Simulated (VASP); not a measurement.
Band structure of MoTe₂ (2H layered). Level of theory: PBE GGA with D4 dispersion, VASP's PBE PAW potentials (set 64) (plane waves; VASP 6.6.1).

Unless said otherwise, spin-orbit coupling is left out, though it shifts the bands of the heavy elements here.

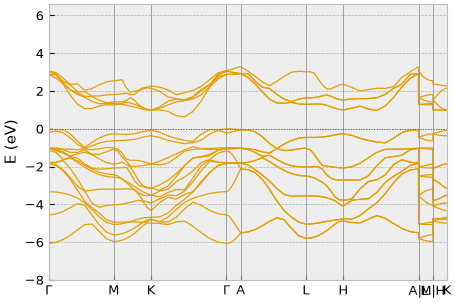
Bands along high-symmetry lines, zero at the valence-band maximum or, without a gap, the Fermi level

Read the plot: is there a gap, and where are the band edges?

The gap is indirect, 0.63 eV, from the valence maximum at Γ to the conduction minimum at K-Γ at 0.44. (Edges off the drawn lines would not show.)

Measured: gap 1.06 eV at 4 K (computed value off by -0.43 eV), as given by Desman Perdamaian Gulo et al., Physical Review Materials (2023), doi:10.1103/physrevmaterials.7.044001.

The compound is MoTe2 in the 2H layered structure. It was relaxed first.
